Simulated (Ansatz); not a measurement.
## Run report: C₂H₄BIn, molecular dynamics (part 1 of 4)

C₂H₄BIn, computed with RKS B3LYP-D4/def2-mTZVP (Ansatz 0.2.0).

It belongs to a series of runs on one base structure; here: dynamics from the highest image of the converged band. Figures and captions count atoms from 1; the log counts them from 0 in places.

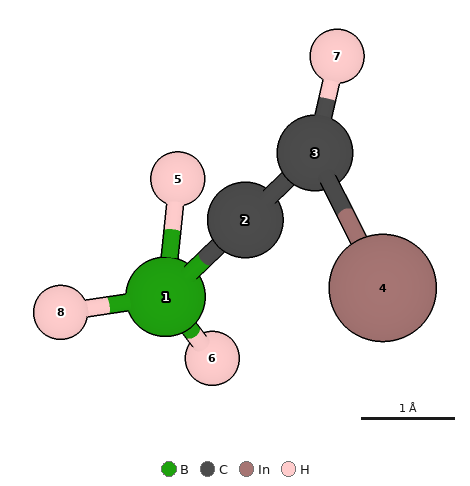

Figure 1. The input geometry (ball-and-stick view, seen at a tilt; atoms are numbered from 1 in the order of the input). Sticks mark near contacts.

### Results in brief

- outcome: finished
- mean temperature over the second half: 298 K
- trajectory: 200 steps, 100 fs
- ensemble: nve
- temperature in the input: 100.0 K
- time step: 0.5 fs
- potential energy (last step): −7990.8541 eV
- mean-field energy (last step): −7990.5316 eV
- largest force (length of the vector) (last step): 1.636 eV/Å
- hardware: 2 threads of AMD EPYC (Zen 5), 16 GiB of memory available, shared host
- wall time: 3.7 min (CPU time 7.1 min)
- peak memory: 0.25 GiB

### Remarks

So short a trajectory is not equilibrated.

### The input
```yaml
crystal:
  periodic: [false, false, false]
  atoms:
    - { symbol: B, position_ang: [-0.594756, 1.06681, -0.455954] }
    - { symbol: C, position_ang: [0.118507, -0.102539, 0.088804] }
    - { symbol: C, position_ang: [0.741946, -1.119918, 0.562996] }
    - { symbol: In, position_ang: [-0.462788, -2.931019, -0.238332] }
    - { symbol: H, position_ang: [0.475386, 1.322711, 0.296421] }
    - { symbol: H, position_ang: [-0.347677, 1.421736, -1.569714] }
    - { symbol: H, position_ang: [1.623304, -1.134624, 1.18925] }
    - { symbol: H, position_ang: [-1.553932, 1.476842, 0.126533] }
basis:
  gaussian: { orbitals: def2-mTZVP }
hamiltonian:
  xc: b3lyp
  dispersion: d4
md:
  timestep: 0.5
  n_steps: 200
  ensemble: nve
  temperature: 100.0
  initial_velocities: maxwell_boltzmann
  seed: 4344
```

Launch command:
```bash
ansatz run input.yaml --threads 2 --pin off --max-ram 3072MiB --backend cpu --events-out ev --progress --plain --runs-dir out
```

### What the program printed
```
Engine: ansatz 0.2.0, x86_64-unknown-linux-gnu
Functional definition: B3LYP
  parameter a0 = 0.2
  parameter ax = 0.72
  parameter ac = 0.81
  exchange = (1 - a0 - ax)*slater_x + ax*b88_x + a0*exact_x
  correlation = (1 - ac)*vwn_rpa_c + ac*lyp_c
1176 factors; integrals over basis functions are off by at most 4.8e-4 eV
mean field evaluation 1: about -7980.4115 eV, gradient 5.7e1 eV
mean field evaluation 2: about -7876.9945 eV, gradient 1.5e2 eV
mean field evaluation 4: about -7989.0029 eV, gradient 2.2e1 eV
mean field evaluation 8: about -7990.2665 eV, gradient 3.9e-1 eV
mean field evaluation 16: about -7990.2669 eV, gradient 7.7e-5 eV
mean field -7990.26688029 eV, -293.6368918534 hartree, gradient 7.7e-5 eV, S^2 0.000000; 0 other end points of the search recorded, 0 dependent functions left out
the calculation of the forces begins
reference -7990.26714896 eV, -293.6369017268 hartree; 21, 21 occupied and 84, 84 virtual orbitals, 1176 factors
md step     0: t =     0.00 fs  T =   100.0 K  F+E_penalty+E_count = -7990.56857486 eV  E_kin = 0.077556 eV  conserved = -7990.49101886 eV  (27 SCF iters)
these checks for a lower state are left out or cut short: starts, cluster_reference, orbital_swaps, neighbouring_geometries, increment
1176 factors; integrals over basis functions are off by at most 4.9e-4 eV
mean field -7990.26513833 eV, -293.6368278374 hartree, gradient 1.2e-5 eV, S^2 0.000000; 0 other end points of the search recorded, 0 dependent functions left out
the calculation of the forces begins
reference -7990.26540703 eV, -293.6368377120 hartree; 21, 21 occupied and 84, 84 virtual orbitals, 1176 factors
md step     1: t =     0.50 fs  T =    97.5 K  F+E_penalty+E_count = -7990.56655809 eV  E_kin = 0.075579 eV  conserved = -7990.49097900 eV  (25 SCF iters)
[... from here on the SCF iterations and repeated set-up lines of each step are left out, up to the last step ...]
md step     2: t =     1.00 fs  T =    90.5 K  F+E_penalty+E_count = -7990.56107903 eV  E_kin = 0.070191 eV  conserved = -7990.49088832 eV  (25 SCF iters)
md step     3: t =     1.50 fs  T =    80.9 K  F+E_penalty+E_count = -7990.55353967 eV  E_kin = 0.062764 eV  conserved = -7990.49077549 eV  (25 SCF iters)
md step     4: t =     2.00 fs  T =    71.0 K  F+E_penalty+E_count = -7990.54570419 eV  E_kin = 0.055033 eV  conserved = -7990.49067125 eV  (25 SCF iters)
md step     5: t =     2.50 fs  T =    62.7 K  F+E_penalty+E_count = -7990.53921193 eV  E_kin = 0.048611 eV  conserved = -7990.49060117 eV  (25 SCF iters)
md step     6: t =     3.00 fs  T =    57.5 K  F+E_penalty+E_count = -7990.53516809 eV  E_kin = 0.044587 eV  conserved = -7990.49058093 eV  (25 SCF iters)
md step     7: t =     3.50 fs  T =    55.8 K  F+E_penalty+E_count = -7990.53389115 eV  E_kin = 0.043277 eV  conserved = -7990.49061386 eV  (25 SCF iters)
md step     8: t =     4.00 fs  T =    57.0 K  F+E_penalty+E_count = -7990.53486259 eV  E_kin = 0.044173 eV  conserved = -7990.49068964 eV  (26 SCF iters)
md step     9: t =     4.50 fs  T =    59.5 K  F+E_penalty+E_count = -7990.53689529 eV  E_kin = 0.046110 eV  conserved = -7990.49078541 eV  (26 SCF iters)
md step    10: t =     5.00 fs  T =    61.4 K  F+E_penalty+E_count = -7990.53849882 eV  E_kin = 0.047628 eV  conserved = -7990.49087038 eV  (26 SCF iters)
md step    11: t =     5.50 fs  T =    61.2 K  F+E_penalty+E_count = -7990.53836678 eV  E_kin = 0.047453 eV  conserved = -7990.49091368 eV  (26 SCF iters)
md step    12: t =     6.00 fs  T =    58.0 K  F+E_penalty+E_count = -7990.53585482 eV  E_kin = 0.044959 eV  conserved = -7990.49089576 eV  (26 SCF iters)
md step    13: t =     6.50 fs  T =    52.2 K  F+E_penalty+E_count = -7990.53127282 eV  E_kin = 0.040454 eV  conserved = -7990.49081909 eV  (26 SCF iters)
md step    14: t =     7.00 fs  T =    45.3 K  F+E_penalty+E_count = -7990.52583370 eV  E_kin = 0.035122 eV  conserved = -7990.49071139 eV  (26 SCF iters)
md step    15: t =     7.50 fs  T =    39.5 K  F+E_penalty+E_count = -7990.52121739 eV  E_kin = 0.030601 eV  conserved = -7990.49061629 eV  (26 SCF iters)
md step    16: t =     8.00 fs  T =    36.5 K  F+E_penalty+E_count = -7990.51889999 eV  E_kin = 0.028327 eV  conserved = -7990.49057274 eV  (26 SCF iters)
md step    17: t =     8.50 fs  T =    37.3 K  F+E_penalty+E_count = -7990.51955882 eV  E_kin = 0.028964 eV  conserved = -7990.49059492 eV  (26 SCF iters)
md step    18: t =     9.00 fs  T =    41.5 K  F+E_penalty+E_count = -7990.52285440 eV  E_kin = 0.032189 eV  conserved = -7990.49066581 eV  (26 SCF iters)
md step    19: t =     9.50 fs  T =    47.6 K  F+E_penalty+E_count = -7990.52768401 eV  E_kin = 0.036935 eV  conserved = -7990.49074897 eV  (26 SCF iters)
md step    20: t =    10.00 fs  T =    54.1 K  F+E_penalty+E_count = -7990.53273533 eV  E_kin = 0.041926 eV  conserved = -7990.49080894 eV  (28 SCF iters)
md step    21: t =    10.50 fs  T =    59.6 K  F+E_penalty+E_count = -7990.53703502 eV  E_kin = 0.046208 eV  conserved = -7990.49082697 eV  (26 SCF iters)
md step    22: t =    11.00 fs  T =    63.8 K  F+E_penalty+E_count = -7990.54025279 eV  E_kin = 0.049448 eV  conserved = -7990.49080433 eV  (25 SCF iters)
md step    23: t =    11.50 fs  T =    67.0 K  F+E_penalty+E_count = -7990.54269877 eV  E_kin = 0.051943 eV  conserved = -7990.49075626 eV  (25 SCF iters)
md step    24: t =    12.00 fs  T =    70.1 K  F+E_penalty+E_count = -7990.54509813 eV  E_kin = 0.054396 eV  conserved = -7990.49070259 eV  (25 SCF iters)
md step    25: t =    12.50 fs  T =    74.3 K  F+E_penalty+E_count = -7990.54828242 eV  E_kin = 0.057622 eV  conserved = -7990.49066078 eV  (25 SCF iters)
md step    26: t =    13.00 fs  T =    80.3 K  F+E_penalty+E_count = -7990.55291058 eV  E_kin = 0.062268 eV  conserved = -7990.49064220 eV  (24 SCF iters)
md step    27: t =    13.50 fs  T =    88.5 K  F+E_penalty+E_count = -7990.55928137 eV  E_kin = 0.068630 eV  conserved = -7990.49065155 eV  (25 SCF iters)
md step    28: t =    14.00 fs  T =    98.7 K  F+E_penalty+E_count = -7990.56725330 eV  E_kin = 0.076566 eV  conserved = -7990.49068724 eV  (25 SCF iters)
md step    29: t =    14.50 fs  T =   110.3 K  F+E_penalty+E_count = -7990.57626852 eV  E_kin = 0.085526 eV  conserved = -7990.49074219 eV  (26 SCF iters)
md step    30: t =    15.00 fs  T =   122.1 K  F+E_penalty+E_count = -7990.58547122 eV  E_kin = 0.094667 eV  conserved = -7990.49080388 eV  (26 SCF iters)
md step    31: t =    15.50 fs  T =   132.9 K  F+E_penalty+E_count = -7990.59391102 eV  E_kin = 0.103055 eV  conserved = -7990.49085609 eV  (26 SCF iters)
md step    32: t =    16.00 fs  T =   141.7 K  F+E_penalty+E_count = -7990.60080319 eV  E_kin = 0.109921 eV  conserved = -7990.49088228 eV  (25 SCF iters)
md step    33: t =    16.50 fs  T =   148.2 K  F+E_penalty+E_count = -7990.60578492 eV  E_kin = 0.114913 eV  conserved = -7990.49087213 eV  (26 SCF iters)
md step    34: t =    17.00 fs  T =   152.5 K  F+E_penalty+E_count = -7990.60906648 eV  E_kin = 0.118238 eV  conserved = -7990.49082868 eV  (26 SCF iters, 3 dispersion substeps)
md step    35: t =    17.50 fs  T =   155.5 K  F+E_penalty+E_count = -7990.61137131 eV  E_kin = 0.120600 eV  conserved = -7990.49077142 eV  (26 SCF iters, 3 dispersion substeps)
md step    36: t =    18.00 fs  T =   158.5 K  F+E_penalty+E_count = -7990.61362749 eV  E_kin = 0.122898 eV  conserved = -7990.49072991 eV  (26 SCF iters, 3 dispersion substeps)
md step    37: t =    18.50 fs  T =   162.2 K  F+E_penalty+E_count = -7990.61651135 eV  E_kin = 0.125782 eV  conserved = -7990.49072956 eV  (26 SCF iters, 3 dispersion substeps)
md step    38: t =    19.00 fs  T =   166.7 K  F+E_penalty+E_count = -7990.62006569 eV  E_kin = 0.129290 eV  conserved = -7990.49077546 eV  (26 SCF iters, 3 dispersion substeps)
md step    39: t =    19.50 fs  T =   171.2 K  F+E_penalty+E_count = -7990.62362125 eV  E_kin = 0.132773 eV  conserved = -7990.49084853 eV  (32 SCF iters, 3 dispersion substeps)
md step    40: t =    20.00 fs  T =   174.3 K  F+E_penalty+E_count = -7990.62608446 eV  E_kin = 0.135169 eV  conserved = -7990.49091536 eV  (32 SCF iters, 3 dispersion substeps)
md step    41: t =    20.50 fs  T =   174.7 K  F+E_penalty+E_count = -7990.62644327 eV  E_kin = 0.135497 eV  conserved = -7990.49094608 eV  (32 SCF iters, 3 dispersion substeps)
md step    42: t =    21.00 fs  T =   171.9 K  F+E_penalty+E_count = -7990.62422646 eV  E_kin = 0.133299 eV  conserved = -7990.49092794 eV  (29 SCF iters, 3 dispersion substeps)
md step    43: t =    21.50 fs  T =   166.1 K  F+E_penalty+E_count = -7990.61970896 eV  E_kin = 0.128841 eV  conserved = -7990.49086822 eV  (32 SCF iters, 3 dispersion substeps)
md step    44: t =    22.00 fs  T =   158.6 K  F+E_penalty+E_count = -7990.61381170 eV  E_kin = 0.123024 eV  conserved = -7990.49078783 eV  (32 SCF iters, 3 dispersion substeps)
md step    45: t =    22.50 fs  T =   151.0 K  F+E_penalty+E_count = -7990.60778556 eV  E_kin = 0.117074 eV  conserved = -7990.49071170 eV  (26 SCF iters, 3 dispersion substeps)
md step    46: t =    23.00 fs  T =   144.6 K  F+E_penalty+E_count = -7990.60282506 eV  E_kin = 0.112165 eV  conserved = -7990.49066054 eV  (26 SCF iters, 3 dispersion substeps)
md step    47: t =    23.50 fs  T =   140.7 K  F+E_penalty+E_count = -7990.59973924 eV  E_kin = 0.109093 eV  conserved = -7990.49064660 eV  (26 SCF iters, 3 dispersion substeps)
md step    48: t =    24.00 fs  T =   139.4 K  F+E_penalty+E_count = -7990.59875320 eV  E_kin = 0.108081 eV  conserved = -7990.49067236 eV  (26 SCF iters, 3 dispersion substeps)
md step    49: t =    24.50 fs  T =   140.2 K  F+E_penalty+E_count = -7990.59946494 eV  E_kin = 0.108733 eV  conserved = -7990.49073146 eV  (25 SCF iters, 3 dispersion substeps)
md step    50: t =    25.00 fs  T =   142.0 K  F+E_penalty+E_count = -7990.60094838 eV  E_kin = 0.110139 eV  conserved = -7990.49080935 eV  (25 SCF iters, 3 dispersion substeps)
md step    51: t =    25.50 fs  T =   143.2 K  F+E_penalty+E_count = -7990.60198333 eV  E_kin = 0.111097 eV  conserved = -7990.49088635 eV  (25 SCF iters, 3 dispersion substeps)
md step    52: t =    26.00 fs  T =   142.4 K  F+E_penalty+E_count = -7990.60137594 eV  E_kin = 0.110436 eV  conserved = -7990.49093968 eV  (25 SCF iters, 3 dispersion substeps)
md step    53: t =    26.50 fs  T =   138.4 K  F+E_penalty+E_count = -7990.59832291 eV  E_kin = 0.107375 eV  conserved = -7990.49094813 eV  (25 SCF iters, 3 dispersion substeps)
md step    54: t =    27.00 fs  T =   131.3 K  F+E_penalty+E_count = -7990.59274046 eV  E_kin = 0.101841 eV  conserved = -7990.49089942 eV  (24 SCF iters, 3 dispersion substeps)
md step    55: t =    27.50 fs  T =   122.0 K  F+E_penalty+E_count = -7990.58544640 eV  E_kin = 0.094649 eV  conserved = -7990.49079758 eV  (24 SCF iters, 3 dispersion substeps)
md step    56: t =    28.00 fs  T =   112.7 K  F+E_penalty+E_count = -7990.57808034 eV  E_kin = 0.087413 eV  conserved = -7990.49066750 eV  (25 SCF iters, 3 dispersion substeps)
md step    57: t =    28.50 fs  T =   105.9 K  F+E_penalty+E_count = -7990.57270337 eV  E_kin = 0.082153 eV  conserved = -7990.49055037 eV  (24 SCF iters, 3 dispersion substeps)
md step    58: t =    29.00 fs  T =   104.0 K  F+E_penalty+E_count = -7990.57115295 eV  E_kin = 0.080663 eV  conserved = -7990.49048959 eV  (25 SCF iters, 3 dispersion substeps)
md step    59: t =    29.50 fs  T =   108.1 K  F+E_penalty+E_count = -7990.57437987 eV  E_kin = 0.083870 eV  conserved = -7990.49051019 eV  (24 SCF iters, 3 dispersion substeps)
md step    60: t =    30.00 fs  T =   117.9 K  F+E_penalty+E_count = -7990.58206567 eV  E_kin = 0.091459 eV  conserved = -7990.49060651 eV  (25 SCF iters, 3 dispersion substeps)
md step    61: t =    30.50 fs  T =   131.5 K  F+E_penalty+E_count = -7990.59271169 eV  E_kin = 0.101968 eV  conserved = -7990.49074412 eV  (24 SCF iters, 3 dispersion substeps)
md step    62: t =    31.00 fs  T =   146.1 K  F+E_penalty+E_count = -7990.60416567 eV  E_kin = 0.113289 eV  conserved = -7990.49087640 eV  (32 SCF iters, 3 dispersion substeps)
md step    63: t =    31.50 fs  T =   159.1 K  F+E_penalty+E_count = -7990.61434271 eV  E_kin = 0.123379 eV  conserved = -7990.49096396 eV  (32 SCF iters, 3 dispersion substeps)
md step    64: t =    32.00 fs  T =   168.7 K  F+E_penalty+E_count = -7990.62184403 eV  E_kin = 0.130857 eV  conserved = -7990.49098704 eV  (28 SCF iters, 3 dispersion substeps)
md step    65: t =    32.50 fs  T =   174.5 K  F+E_penalty+E_count = -7990.62627751 eV  E_kin = 0.135330 eV  conserved = -7990.49094764 eV  (32 SCF iters, 3 dispersion substeps)
md step    66: t =    33.00 fs  T =   177.1 K  F+E_penalty+E_count = -7990.62823874 eV  E_kin = 0.137375 eV  conserved = -7990.49086423 eV  (32 SCF iters, 3 dispersion substeps)
md step    67: t =    33.50 fs  T =   178.3 K  F+E_penalty+E_count = -7990.62902883 eV  E_kin = 0.138265 eV  conserved = -7990.49076376 eV  (25 SCF iters, 3 dispersion substeps)
md step    68: t =    34.00 fs  T =   179.9 K  F+E_penalty+E_count = -7990.63022993 eV  E_kin = 0.139556 eV  conserved = -7990.49067421 eV  (27 SCF iters, 3 dispersion substeps)
md step    69: t =    34.50 fs  T =   183.9 K  F+E_penalty+E_count = -7990.63325662 eV  E_kin = 0.142637 eV  conserved = -7990.49061940 eV  (25 SCF iters, 3 dispersion substeps)
md step    70: t =    35.00 fs  T =   191.3 K  F+E_penalty+E_count = -7990.63897672 eV  E_kin = 0.148363 eV  conserved = -7990.49061385 eV  (26 SCF iters, 3 dispersion substeps)
md step    71: t =    35.50 fs  T =   202.2 K  F+E_penalty+E_count = -7990.64747664 eV  E_kin = 0.156816 eV  conserved = -7990.49066054 eV  (26 SCF iters, 3 dispersion substeps)
md step    72: t =    36.00 fs  T =   215.7 K  F+E_penalty+E_count = -7990.65801528 eV  E_kin = 0.167266 eV  conserved = -7990.49074968 eV  (25 SCF iters, 3 dispersion substeps)
md step    73: t =    36.50 fs  T =   229.9 K  F+E_penalty+E_count = -7990.66918219 eV  E_kin = 0.178322 eV  conserved = -7990.49085985 eV  (24 SCF iters, 3 dispersion substeps)
md step    74: t =    37.00 fs  T =   242.8 K  F+E_penalty+E_count = -7990.67923602 eV  E_kin = 0.188273 eV  conserved = -7990.49096265 eV  (25 SCF iters, 3 dispersion substeps)
md step    75: t =    37.50 fs  T =   252.1 K  F+E_penalty+E_count = -7990.68655427 eV  E_kin = 0.195525 eV  conserved = -7990.49102915 eV  (32 SCF iters, 3 dispersion substeps)
md step    76: t =    38.00 fs  T =   256.7 K  F+E_penalty+E_count = -7990.69008657 eV  E_kin = 0.199048 eV  conserved = -7990.49103854 eV  (32 SCF iters, 3 dispersion substeps)
md step    77: t =    38.50 fs  T =   256.2 K  F+E_penalty+E_count = -7990.68967463 eV  E_kin = 0.198688 eV  conserved = -7990.49098673 eV  (32 SCF iters, 3 dispersion substeps)
md step    78: t =    39.00 fs  T =   251.7 K  F+E_penalty+E_count = -7990.68610928 eV  E_kin = 0.195219 eV  conserved = -7990.49089062 eV  (24 SCF iters, 3 dispersion substeps)
md step    79: t =    39.50 fs  T =   245.1 K  F+E_penalty+E_count = -7990.68086515 eV  E_kin = 0.190081 eV  conserved = -7990.49078379 eV  (24 SCF iters, 3 dispersion substeps)
md step    80: t =    40.00 fs  T =   238.4 K  F+E_penalty+E_count = -7990.67558374 eV  E_kin = 0.184881 eV  conserved = -7990.49070306 eV  (24 SCF iters, 3 dispersion substeps)
md step    81: t =    40.50 fs  T =   233.2 K  F+E_penalty+E_count = -7990.67151089 eV  E_kin = 0.180839 eV  conserved = -7990.49067177 eV  (25 SCF iters, 3 dispersion substeps)
md step    82: t =    41.00 fs  T =   230.1 K  F+E_penalty+E_count = -7990.66913796 eV  E_kin = 0.178448 eV  conserved = -7990.49069002 eV  (26 SCF iters, 3 dispersion substeps)
md step    83: t =    41.50 fs  T =   228.8 K  F+E_penalty+E_count = -7990.66819321 eV  E_kin = 0.177455 eV  conserved = -7990.49073782 eV  (26 SCF iters, 3 dispersion substeps)
md step    84: t =    42.00 fs  T =   228.4 K  F+E_penalty+E_count = -7990.66793902 eV  E_kin = 0.177151 eV  conserved = -7990.49078809 eV  (26 SCF iters, 3 dispersion substeps)
md step    85: t =    42.50 fs  T =   227.9 K  F+E_penalty+E_count = -7990.66758446 eV  E_kin = 0.176764 eV  conserved = -7990.49082001 eV  (28 SCF iters, 3 dispersion substeps)
md step    86: t =    43.00 fs  T =   226.7 K  F+E_penalty+E_count = -7990.66661226 eV  E_kin = 0.175787 eV  conserved = -7990.49082538 eV  (25 SCF iters, 3 dispersion substeps)
md step    87: t =    43.50 fs  T =   224.5 K  F+E_penalty+E_count = -7990.66491832 eV  E_kin = 0.174111 eV  conserved = -7990.49080709 eV  (25 SCF iters, 3 dispersion substeps)
md step    88: t =    44.00 fs  T =   221.8 K  F+E_penalty+E_count = -7990.66277868 eV  E_kin = 0.172005 eV  conserved = -7990.49077373 eV  (26 SCF iters, 3 dispersion substeps)
md step    89: t =    44.50 fs  T =   219.2 K  F+E_penalty+E_count = -7990.66072032 eV  E_kin = 0.169986 eV  conserved = -7990.49073473 eV  (26 SCF iters, 3 dispersion substeps)
md step    90: t =    45.00 fs  T =   217.5 K  F+E_penalty+E_count = -7990.65937063 eV  E_kin = 0.168672 eV  conserved = -7990.49069819 eV  (26 SCF iters, 3 dispersion substeps)
md step    91: t =    45.50 fs  T =   217.5 K  F+E_penalty+E_count = -7990.65932446 eV  E_kin = 0.168654 eV  conserved = -7990.49067024 eV  (26 SCF iters, 3 dispersion substeps)
md step    92: t =    46.00 fs  T =   219.7 K  F+E_penalty+E_count = -7990.66103792 eV  E_kin = 0.170382 eV  conserved = -7990.49065623 eV  (26 SCF iters, 3 dispersion substeps)
md step    93: t =    46.50 fs  T =   224.5 K  F+E_penalty+E_count = -7990.66474128 eV  E_kin = 0.174081 eV  conserved = -7990.49066007 eV  (26 SCF iters, 3 dispersion substeps)
md step    94: t =    47.00 fs  T =   231.7 K  F+E_penalty+E_count = -7990.67037670 eV  E_kin = 0.179693 eV  conserved = -7990.49068340 eV  (26 SCF iters, 3 dispersion substeps)
md step    95: t =    47.50 fs  T =   240.9 K  F+E_penalty+E_count = -7990.67758041 eV  E_kin = 0.186857 eV  conserved = -7990.49072296 eV  (26 SCF iters, 3 dispersion substeps)
md step    96: t =    48.00 fs  T =   251.4 K  F+E_penalty+E_count = -7990.68574237 eV  E_kin = 0.194973 eV  conserved = -7990.49076926 eV  (26 SCF iters, 3 dispersion substeps)
md step    97: t =    48.50 fs  T =   262.2 K  F+E_penalty+E_count = -7990.69415907 eV  E_kin = 0.203351 eV  conserved = -7990.49080838 eV  (26 SCF iters, 3 dispersion substeps)
md step    98: t =    49.00 fs  T =   272.6 K  F+E_penalty+E_count = -7990.70224817 eV  E_kin = 0.211421 eV  conserved = -7990.49082754 eV  (26 SCF iters, 3 dispersion substeps)
md step    99: t =    49.50 fs  T =   282.3 K  F+E_penalty+E_count = -7990.70973769 eV  E_kin = 0.218915 eV  conserved = -7990.49082274 eV  (26 SCF iters, 3 dispersion substeps)
md step   100: t =    50.00 fs  T =   291.3 K  F+E_penalty+E_count = -7990.71671784 eV  E_kin = 0.225915 eV  conserved = -7990.49080328 eV  (26 SCF iters, 3 dispersion substeps)
```
